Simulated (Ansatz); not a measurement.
# Ge₂H₂ (triplet): PBE-QIDH, RPA-PBE over vertical spin and charge gaps, cc-pVTZ

Aim: run Ge₂H₂ (triplet) with these functionals over vertical spin and charge gaps, and hold them against the top wave-function level at the same points.

Method: cc-pVTZ, all electrons in the functionals, frozen cores in the correlation of double hybrids and RPA; program: Ansatz 0.2.0, Gaussian basis.

To be run: PBE-QIDH, RPA-PBE, at charge 0, triplet; charge 0, singlet; charge 0, quintet; charge 1, doublet; charge 1, quartet (not every functional at every point).

4 further runs of the same task are left out: 4 set aside as unsound or not needed.

## (1) The system

The geometry is a PBE0/def2-TZVP stationary point (not a proven minimum). No spin-orbit coupling is included. The filled d shell of Ge may be among the frozen orbitals whatever the setting's name suggests; the logs give the count.

4 atoms, charge 0, spin multiplicity 3.

Atoms are counted from 1 here; the program's logs count them from 0.

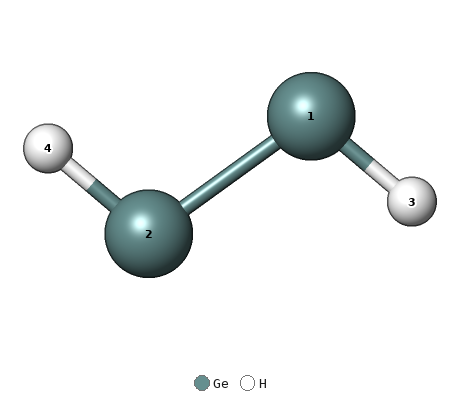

The geometry (germanium teal, hydrogen white); atoms are numbered from 1 in the order of the file.

No dispersion term is added.

The geometry shown and the zero of energy belong to the point charge 0, triplet. The yardstick, UCCSDT(Q), and other wave-function levels (R restricted, U unrestricted, valence and pair active spaces) come from earlier runs.

## (2) PBE-QIDH, charge 0, triplet

in.yaml

```yaml
crystal:
  periodic: [false, false, false]
  atoms:
    - {symbol: Ge, position_ang: [0.000000, -0.062489, 1.201709]}
    - {symbol: Ge, position_ang: [0.000000, 0.062489, -1.201709]}
    - {symbol: H, position_ang: [0.000000, 1.452439, 1.654456]}
    - {symbol: H, position_ang: [0.000000, -1.452439, -1.654456]}
basis:
  gaussian: {orbitals: cc-pVTZ}
magnetization: {spin_polarized: true, initial_magnetization: 2}
hamiltonian: {xc: {name: PBE-QIDH}}
correlation: {electrons: outside_noble_gas}
```

Run with:

```
$ ansatz run in.yaml --threads 2 --pin off --events-out ev --progress --plain --max-ram 16896MiB --backend cuda --devices 0, --max-vram 18GiB
```

The log of the run:

```text
Functional definition: PBE-QIDH
  name "PBE-QIDH"
  cite "Brémond, Sancho-García, Pérez-Jiménez & Adamo, J. Chem. Phys. 141, 031101 (2014) doi:10.1063/1.4890314"
  cite "Perdew, Burke & Ernzerhof, Phys. Rev. Lett. 77, 3865 (1996) doi:10.1103/PhysRevLett.77.3865"
  parameter a = 3^(-1/3)
  parameter c = 1/3
  exchange = (1 - a)*pbe_x + a*exact_x
  correlation = (1 - c)*pbe_c + c*(mp2_os + mp2_ss)
725 factors; integrals over basis functions are off by at most 1.5e-3 eV
mean field evaluation 1: about -113031.4946 eV, gradient 6.1e0 eV
mean field evaluation 2: about -113031.4931 eV, gradient 6.1e0 eV
mean field evaluation 4: about -113031.9098 eV, gradient 1.1e0 eV
mean field evaluation 8: about -113031.9234 eV, gradient 3.2e-2 eV
mean field evaluation 16: about -113031.9235 eV, gradient 1.1e-4 eV
mean field evaluation 32: about -113031.9158 eV, gradient 3.5e-1 eV
mean field -113031.92347131 eV, -4153.8465717812 hartree, gradient 1.6e-6 eV, S^2 2.027884; 4 other end points of the search recorded, 0 dependent functions left out
28 core orbitals not correlated: weight in the atoms' cores, before any rotation towards them, 0.999 or more for the frozen orbitals, at most 0.000 for the correlated occupied ones
reference -113031.92348208 eV, -4153.8465721768 hartree; 6, 4 occupied and 80, 82 virtual orbitals, 725 factors
second order -5.70020774 eV of doubles, -0.00000000 eV of singles
Total energy: -113033.82355132 eV, -4153.9163984337 hartree
```

It took 6 s on 1 × H100 (card shared with other runs) with 2 threads of AMD EPYC 7R13, shared host; peak host memory 0.81 GiB.

From the report: ⟨S²⟩ of the determinant 2.028 (pure triplet: 2.00).

## (3) PBE-QIDH, charge 0, quintet

in.yaml: that of step 2 with these lines changed.

```diff
@@ -9,3 +9,3 @@
   gaussian: {orbitals: cc-pVTZ}
-magnetization: {spin_polarized: true, initial_magnetization: 2}
+magnetization: {spin_polarized: true, initial_magnetization: 4}
 hamiltonian: {xc: {name: PBE-QIDH}}
```

Same command.

The log of the run:

```text
Functional definition: PBE-QIDH
  name "PBE-QIDH"
  cite "Brémond, Sancho-García, Pérez-Jiménez & Adamo, J. Chem. Phys. 141, 031101 (2014) doi:10.1063/1.4890314"
  cite "Perdew, Burke & Ernzerhof, Phys. Rev. Lett. 77, 3865 (1996) doi:10.1103/PhysRevLett.77.3865"
  parameter a = 3^(-1/3)
  parameter c = 1/3
  exchange = (1 - a)*pbe_x + a*exact_x
  correlation = (1 - c)*pbe_c + c*(mp2_os + mp2_ss)
725 factors; integrals over basis functions are off by at most 1.5e-3 eV
mean field evaluation 1: about -113028.9281 eV, gradient 7.0e0 eV
mean field evaluation 2: about -113028.9280 eV, gradient 7.0e0 eV
mean field evaluation 4: about -113029.5980 eV, gradient 1.4e0 eV
mean field evaluation 8: about -113029.6288 eV, gradient 5.7e-2 eV
mean field evaluation 16: about -113029.6290 eV, gradient 4.3e-5 eV
mean field -113029.62895229 eV, -4153.7622497625 hartree, gradient 3.1e-6 eV, S^2 6.008563; 2 other end points of the search recorded, 0 dependent functions left out
28 core orbitals not correlated: weight in the atoms' cores, before any rotation towards them, 1.000 or more for the frozen orbitals, at most 0.000 for the correlated occupied ones
reference -113029.62896357 eV, -4153.7622501770 hartree; 7, 3 occupied and 79, 83 virtual orbitals, 725 factors
second order -4.72447566 eV of doubles, -0.00000000 eV of singles
Total energy: -113031.20378879 eV, -4153.8201239364 hartree
```

Run time: 2.8 s. Hardware: 1 × H100 (card shared with other runs) with 2 threads of AMD EPYC 7R13, shared host; peak host memory 0.8 GiB.

From the report: ⟨S²⟩ of the determinant 6.009 (pure quintet: 6.00).

From charge 0, triplet: +60.4 kcal/mol.

## (4) RPA-PBE, charge 0, triplet

in.yaml: that of step 3 with these lines changed.

```diff
@@ -9,4 +9,4 @@
   gaussian: {orbitals: cc-pVTZ}
-magnetization: {spin_polarized: true, initial_magnetization: 4}
-hamiltonian: {xc: {name: PBE-QIDH}}
-correlation: {electrons: outside_noble_gas}
+magnetization: {spin_polarized: true, initial_magnetization: 2}
+hamiltonian: {xc: {name: PBE}}
+correlation: {method: rpa, electrons: outside_noble_gas}
```

Same command.

The log of the run:

```text
Functional definition: PBE
  name "PBE"
  cite "Perdew, Burke & Ernzerhof, Phys. Rev. Lett. 77, 3865 (1996) doi:10.1103/PhysRevLett.77.3865"
  parent pbe
  parameter kappa = 0.804
  parameter beta = 0.06672455060314922
  exchange = pbe_x(kappa = kappa, mu = beta*pi^2/3)
  correlation = pbe_c(beta = beta)
725 factors; integrals over basis functions are off by at most 1.5e-3 eV
mean field evaluation 1: about -113050.8672 eV, gradient 1.7e1 eV
mean field evaluation 2: about -113050.8585 eV, gradient 1.7e1 eV
mean field evaluation 4: about -113051.9540 eV, gradient 2.0e0 eV
mean field evaluation 8: about -113051.9703 eV, gradient 3.6e-2 eV
mean field evaluation 16: about -113051.9704 eV, gradient 4.4e-5 eV
mean field -113051.97035366 eV, -4154.5832811191 hartree, gradient 1.1e-6 eV, S^2 2.004023; 0 other end points of the search recorded, 0 dependent functions left out
28 core orbitals not correlated: weight in the atoms' cores, before any rotation towards them, 0.999 or more for the frozen orbitals, at most 0.001 for the correlated occupied ones
reference -112978.12470871 eV, -4151.8695037216 hartree; 6, 4 occupied and 80, 82 virtual orbitals, 725 factors
Total energy: -112988.47269410 eV, -4152.2497851708 hartree
```

Run time: 4.1 s. Hardware: 1 × H100 (card shared with other runs) with 2 threads of AMD EPYC 7R13, shared host; peak host memory 0.88 GiB.

From the report: ⟨S²⟩ of the determinant 2.004 (pure triplet: 2.00).

## (5) RPA-PBE, charge 0, singlet

in.yaml: that of step 4 with these lines changed.

```diff
@@ -9,3 +9,3 @@
   gaussian: {orbitals: cc-pVTZ}
-magnetization: {spin_polarized: true, initial_magnetization: 2}
+magnetization: {spin_polarized: true, initial_magnetization: 0}
 hamiltonian: {xc: {name: PBE}}
```

Run with:

```
$ ansatz run in.yaml --threads 1 --pin off --events-out ev --progress --plain --max-ram 2816MiB --backend cpu
```

The log of the run:

```text
Functional definition: PBE
  name "PBE"
  cite "Perdew, Burke & Ernzerhof, Phys. Rev. Lett. 77, 3865 (1996) doi:10.1103/PhysRevLett.77.3865"
  parent pbe
  parameter kappa = 0.804
  parameter beta = 0.06672455060314922
  exchange = pbe_x(kappa = kappa, mu = beta*pi^2/3)
  correlation = pbe_c(beta = beta)
725 factors; integrals over basis functions are off by at most 1.5e-3 eV
mean field evaluation 1: about -113050.0472 eV, gradient 1.9e1 eV
mean field evaluation 2: about -113050.0388 eV, gradient 1.9e1 eV
mean field evaluation 4: about -113051.2510 eV, gradient 5.9e0 eV
mean field evaluation 8: about -113050.3733 eV, gradient 6.7e0 eV
mean field evaluation 16: about -113051.5227 eV, gradient 3.3e-5 eV
mean field evaluation 32: about -113050.3377 eV, gradient 7.2e0 eV
mean field evaluation 64: about -113051.8102 eV, gradient 2.6e-6 eV
mean field evaluation 96: about -113051.5227 eV, gradient 1.8e-6 eV
mean field evaluation 128: about -113051.7641 eV, gradient 1.7e0 eV
mean field evaluation 160: about -113051.8390 eV, gradient 2.2e-1 eV
mean field evaluation 192: about -113051.8361 eV, gradient 2.8e-1 eV
mean field -113051.84751171 eV, -4154.5787667607 hartree, gradient 2.9e-6 eV, S^2 0.932195; 15 other end points of the search recorded, 0 dependent functions left out
28 core orbitals not correlated: weight in the atoms' cores, before any rotation towards them, 0.999 or more for the frozen orbitals, at most 0.001 for the correlated occupied ones
reference -112977.79377737 eV, -4151.8573422195 hartree; 5, 5 occupied and 81, 81 virtual orbitals, 725 factors
Total energy: -112988.35386032 eV, -4152.2454181098 hartree
```

It took 35 s on 1 thread of AMD EPYC 7R13, shared host; peak memory 0.3 GiB.

From the report: ⟨S²⟩ of the determinant 0.932 (pure singlet: 0.00). The determinant is far from a pure spin state, so its energy mixes those of several spin states (harmless only where they are near-degenerate, as at dissociation).

From charge 0, triplet: +2.7 kcal/mol.

## (6) RPA-PBE, charge 0, quintet

in.yaml: that of step 5 with these lines changed.

```diff
@@ -9,3 +9,3 @@
   gaussian: {orbitals: cc-pVTZ}
-magnetization: {spin_polarized: true, initial_magnetization: 0}
+magnetization: {spin_polarized: true, initial_magnetization: 4}
 hamiltonian: {xc: {name: PBE}}
```

Run with:

```
$ ansatz run in.yaml --threads 2 --pin off --events-out ev --progress --plain --max-ram 16896MiB --backend cuda --devices 0, --max-vram 18GiB
```

The log of the run:

```text
Functional definition: PBE
  name "PBE"
  cite "Perdew, Burke & Ernzerhof, Phys. Rev. Lett. 77, 3865 (1996) doi:10.1103/PhysRevLett.77.3865"
  parent pbe
  parameter kappa = 0.804
  parameter beta = 0.06672455060314922
  exchange = pbe_x(kappa = kappa, mu = beta*pi^2/3)
  correlation = pbe_c(beta = beta)
725 factors; integrals over basis functions are off by at most 1.5e-3 eV
mean field evaluation 1: about -113047.8403 eV, gradient 1.7e1 eV
mean field evaluation 2: about -113047.8326 eV, gradient 1.7e1 eV
mean field evaluation 4: about -113048.8889 eV, gradient 2.3e0 eV
mean field evaluation 8: about -113048.9202 eV, gradient 2.7e-2 eV
mean field evaluation 16: about -113048.9202 eV, gradient 6.8e-5 eV
mean field evaluation 32: about -113048.2074 eV, gradient 8.1e0 eV
mean field -113048.92020368 eV, -4154.4711901751 hartree, gradient 5.1e-6 eV, S^2 6.003767; 4 other end points of the search recorded, 0 dependent functions left out
28 core orbitals not correlated: weight in the atoms' cores, before any rotation towards them, 0.998 or more for the frozen orbitals, at most 0.001 for the correlated occupied ones
reference -112976.23974962 eV, -4151.8002327530 hartree; 7, 3 occupied and 79, 83 virtual orbitals, 725 factors
Total energy: -112985.61675419 eV, -4152.1448313148 hartree
```

Run time: 4 s. Hardware: 1 × H100 (card shared with other runs) with 2 threads of AMD EPYC 7R13, shared host; peak host memory 0.88 GiB.

From the report: ⟨S²⟩ of the determinant 6.004 (pure quintet: 6.00).

From charge 0, triplet: +65.9 kcal/mol.

## (7) RPA-PBE, charge 1, doublet

in.yaml: that of step 6 with these lines changed.

```diff
@@ -9,3 +9,4 @@
   gaussian: {orbitals: cc-pVTZ}
-magnetization: {spin_polarized: true, initial_magnetization: 4}
+total_charge: 1
+magnetization: {spin_polarized: true, initial_magnetization: 1}
 hamiltonian: {xc: {name: PBE}}
```

Same command.

The log of the run:

```text
Functional definition: PBE
  name "PBE"
  cite "Perdew, Burke & Ernzerhof, Phys. Rev. Lett. 77, 3865 (1996) doi:10.1103/PhysRevLett.77.3865"
  parent pbe
  parameter kappa = 0.804
  parameter beta = 0.06672455060314922
  exchange = pbe_x(kappa = kappa, mu = beta*pi^2/3)
  correlation = pbe_c(beta = beta)
725 factors; integrals over basis functions are off by at most 1.5e-3 eV
mean field evaluation 1: about -113042.2373 eV, gradient 1.7e1 eV
mean field evaluation 2: about -113042.2286 eV, gradient 1.7e1 eV
mean field evaluation 4: about -113044.0054 eV, gradient 1.5e0 eV
mean field evaluation 8: about -113044.0199 eV, gradient 4.8e-2 eV
mean field evaluation 16: about -113044.0200 eV, gradient 1.8e-5 eV
mean field evaluation 32: about -113043.6735 eV, gradient 4.9e-1 eV
mean field evaluation 64: about -113043.9165 eV, gradient 2.8e0 eV
mean field -113044.01995790 eV, -4154.2911094641 hartree, gradient 3.7e-6 eV, S^2 0.753833; 8 other end points of the search recorded, 0 dependent functions left out
28 core orbitals not correlated: weight in the atoms' cores, before any rotation towards them, 0.999 or more for the frozen orbitals, at most 0.001 for the correlated occupied ones
reference -112970.29029932 eV, -4151.5815944868 hartree; 5, 4 occupied and 81, 82 virtual orbitals, 725 factors
Total energy: -112980.38995406 eV, -4151.9527499528 hartree
```

Run time: 11 s. Hardware: 1 × H100 (card shared with other runs) with 2 threads of AMD EPYC 7R13, shared host; peak host memory 0.88 GiB.

From the report: ⟨S²⟩ of the determinant 0.754 (pure doublet: 0.75).

From charge 0, triplet: +186.4 kcal/mol.

## (8) RPA-PBE, charge 1, quartet

in.yaml: that of step 7 with these lines changed.

```diff
@@ -10,3 +10,3 @@
 total_charge: 1
-magnetization: {spin_polarized: true, initial_magnetization: 1}
+magnetization: {spin_polarized: true, initial_magnetization: 3}
 hamiltonian: {xc: {name: PBE}}
```

Launched as before.

The log of the run:

```text
Functional definition: PBE
  name "PBE"
  cite "Perdew, Burke & Ernzerhof, Phys. Rev. Lett. 77, 3865 (1996) doi:10.1103/PhysRevLett.77.3865"
  parent pbe
  parameter kappa = 0.804
  parameter beta = 0.06672455060314922
  exchange = pbe_x(kappa = kappa, mu = beta*pi^2/3)
  correlation = pbe_c(beta = beta)
725 factors; integrals over basis functions are off by at most 1.5e-3 eV
mean field evaluation 1: about -113041.2962 eV, gradient 1.5e1 eV
mean field evaluation 2: about -113041.2882 eV, gradient 1.5e1 eV
mean field evaluation 4: about -113042.6654 eV, gradient 1.8e0 eV
mean field evaluation 8: about -113042.6830 eV, gradient 1.0e-1 eV
mean field evaluation 16: about -113042.6831 eV, gradient 4.9e-5 eV
mean field evaluation 32: about -113041.9114 eV, gradient 6.4e-1 eV
mean field evaluation 64: about -113042.6785 eV, gradient 4.6e-1 eV
mean field -113042.68314273 eV, -4154.2419824126 hartree, gradient 2.2e-7 eV, S^2 3.752352; 6 other end points of the search recorded, 0 dependent functions left out
28 core orbitals not correlated: weight in the atoms' cores, before any rotation towards them, 0.999 or more for the frozen orbitals, at most 0.001 for the correlated occupied ones
reference -112969.90569943 eV, -4151.5674607019 hartree; 6, 3 occupied and 80, 83 virtual orbitals, 725 factors
Total energy: -112979.09473257 eV, -4151.9051514410 hartree
```

Wall time 9 s (1 × H100 (card shared with other runs) with 2 threads of AMD EPYC 7R13, shared host); peak host memory 0.88 GiB.

From the report: ⟨S²⟩ of the determinant 3.752 (pure quartet: 3.75).

From charge 0, triplet: +216.3 kcal/mol.

## (9) The comparison

The yardstick is UCCSDT(Q), where the cluster series has nearly closed. It comes from earlier runs at the same points. Energies in kcal/mol, counted from charge 0, triplet; blanks weren't run or aren't comparable.

```tsv
level	triplet to singlet	triplet to quintet	ionisation to the doublet cation	ionisation to the quartet cation
UCCSDT(Q)			182.3	
PBE-QIDH		60.4		
RPA-PBE	2.7	65.9	186.4	216.3
```

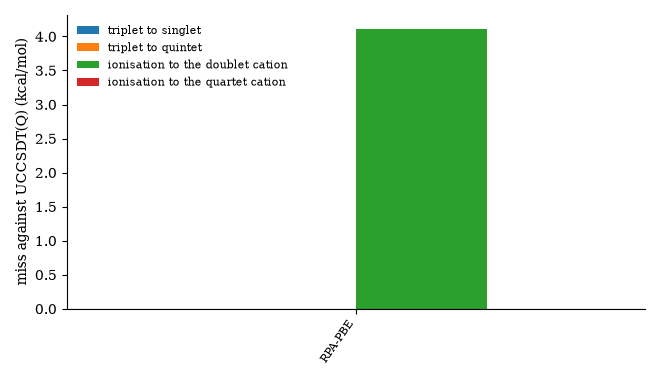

Misses of the gaps against UCCSDT(Q).

Largest miss and mean time a point (UCCSDT(Q) took 35 s a point; shared hosts):

```tsv
level	largest miss (kcal/mol)	where	time a point
RPA-PBE	+4.1	ionisation to the doublet cation	13 s
```

## (10) Results

```
                                   quantity                                             value
ionisation to the doublet cation, UCCSDT(Q)                                    182.3 kcal/mol
                      largest miss, RPA-PBE  +4.1 kcal/mol (ionisation to the doublet cation)
```

Misses are known at 1 of 4 points at best, and only functionals with that many are ranked. RPA-PBE strays by up to 4.1 kcal/mol, at ionisation to the doublet cation. RPA-PBE clearly breaks the spin symmetry at some points (⟨S²⟩ up to 0.93 above the pure value), so energy there is bought with a mixed spin. Functionals and the yardstick converge differently with the basis, so part of each miss in cc-pVTZ is the basis.
